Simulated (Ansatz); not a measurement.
**F2H2Se2Zr: density, localisation and related maps**

```yaml
atoms:
  - { symbol: F, position_ang: [0.6012, -2.2163, -0.5290] }
  - { symbol: F, position_ang: [1.0818, -0.0581, 1.6924] }
  - { symbol: Se, position_ang: [-2.3931, -0.3160, 0.4436] }
  - { symbol: Se, position_ang: [0.6506, 1.2700, -1.6721] }
  - { symbol: Zr, position_ang: [0.1366, -0.4995, 0.1135] }
  - { symbol: H, position_ang: [-2.1077, 0.7653, 1.4089] }
  - { symbol: H, position_ang: [2.0918, 0.9866, -1.5030] }
```

Geometry: PBE0-D4/def2-SVP; core potentials replace the inner electrons of Zr.

Computed with isolated molecule in a Gaussian basis; Kohn-Sham density functional theory, functional PBE0 (Ansatz).

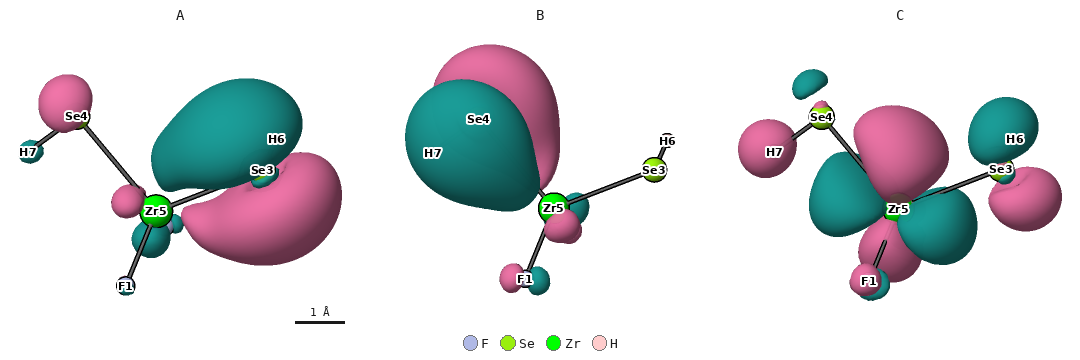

Figure 1. Three frontier orbitals at ±0.1 Å⁻³ᐟ² (teal and pink are the two phases), in no order.

Which picture is the HOMO−1, the HOMO and the LUMO?

Answer. A is the HOMO−1 (−7.91 eV). By Hirshfeld shares it lies mainly on Se3 (about 75 %) and Zr5 (about 15 %); largely a lone pair of Se3. B is the HOMO (−7.56 eV). Its weight (Hirshfeld) is mainly on Se4 (about 80 %) and Zr5 (about 10 %); largely a lone pair of Se4. C is the LUMO (−2.38 eV). Its weight (Hirshfeld) is mainly on Zr5 (about 65 %), Se3 (about 15 %) and Se4 (about 10 %).

What is the HOMO–LUMO gap?

Answer. 5.18 eV between the orbital energies.

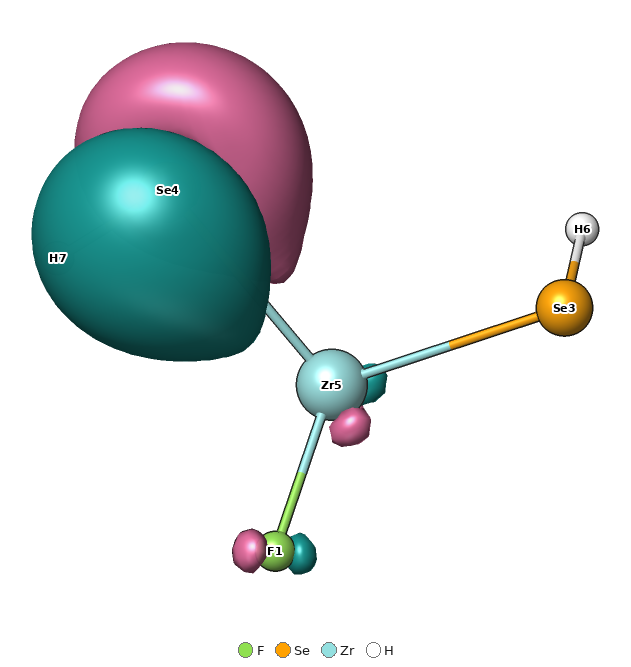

Figure 2. The HOMO at ±0.15 Å⁻³ᐟ² (teal and pink are the two phases), seen across its widest extent.

Describe this orbital and give its energy.

Answer. It lies mainly on Se4 (about 80 %) and Zr5 (about 10 %); largely a lone pair of Se4. Its energy is −7.56 eV.
